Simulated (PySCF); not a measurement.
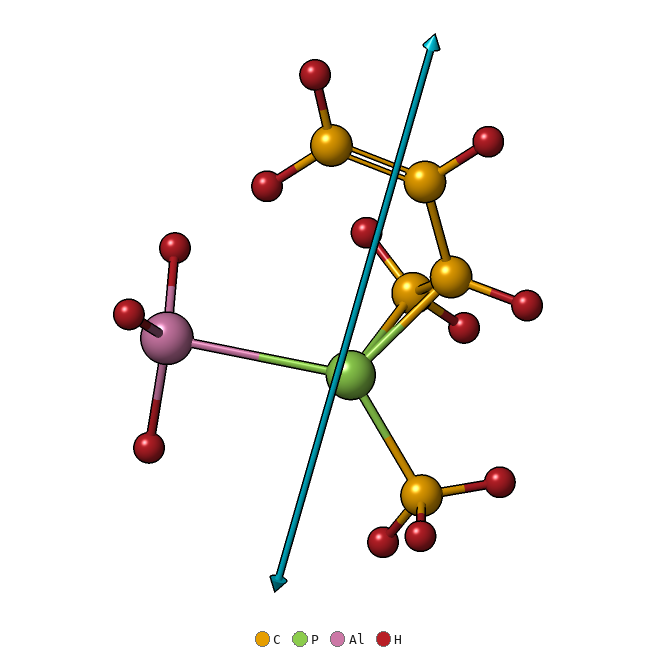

The double arrow shows the direction of the transition dipole to excited singlet state 1 (its length means nothing). The geometry was computed by an optimisation with GFN2-xTB. No frequency run is at hand to confirm it as a minimum. Properties computed with TDDFT ωB97X-D/def2-SVPD, vertical, gas phase, core orbitals frozen in the response (PySCF 2.14.0).

Give its energy, strength and character.

Answer. 5.66 eV (219 nm), oscillator strength 0.095, mainly HOMO → LUMO (weight 0.93); transition dipole 2.10 D.

The geometry is semi-empirical. Around Al, P such bond lengths and angles can be off by a tenth of an ångström or more and by several degrees, and values that hang on the shape move with them.
